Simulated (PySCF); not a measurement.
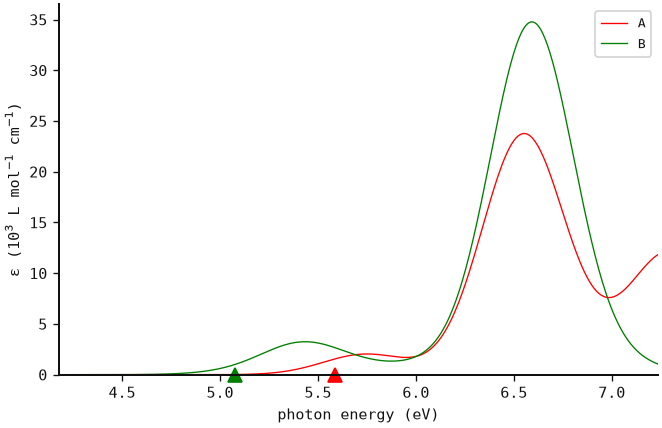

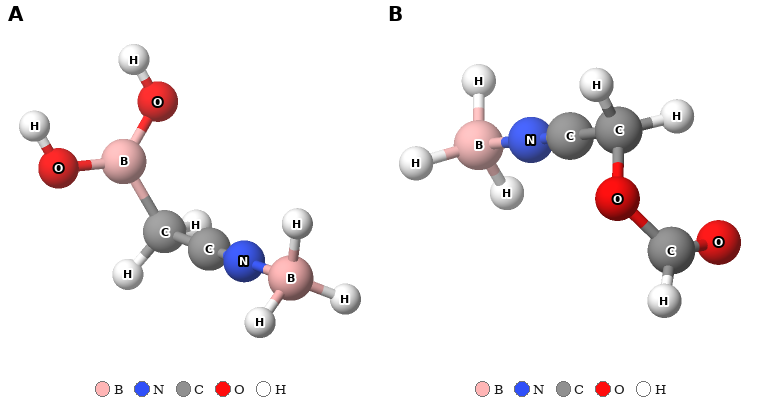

Related molecules: A is C₂H₇B₂NO₂, SMILES [BH3-][N+]#CCB(O)O; B is C₃H₆BNO₂, SMILES [BH3-][N+]#CCOC=O. Vertical TDDFT absorption, PBE0/def2-SVPD, PySCF, at a PBE0-D3(BJ)/def2-SVP geometry (no frequency check); Gaussians of 1/e half-width 0.30 eV, triangles mark S1, and the range ends where the computed states of one molecule run out.

> How does the lowest singlet move?

A: 5.59 eV (f = 0.001, mainly HOMO−1 → LUMO+1 (80 %)); B: 5.08 eV (f = 0.004, mainly HOMO → LUMO (88 %)). From A to B it shifts 0.51 eV to the red; the leading orbital pair differs.

> And the brightest state of each within the range drawn?

A: S6 at 6.55 eV, f = 0.44; B: S7 at 6.59 eV, f = 0.64.

Limits of at least one run: core orbitals are frozen in the response; one conformer of a flexible molecule.
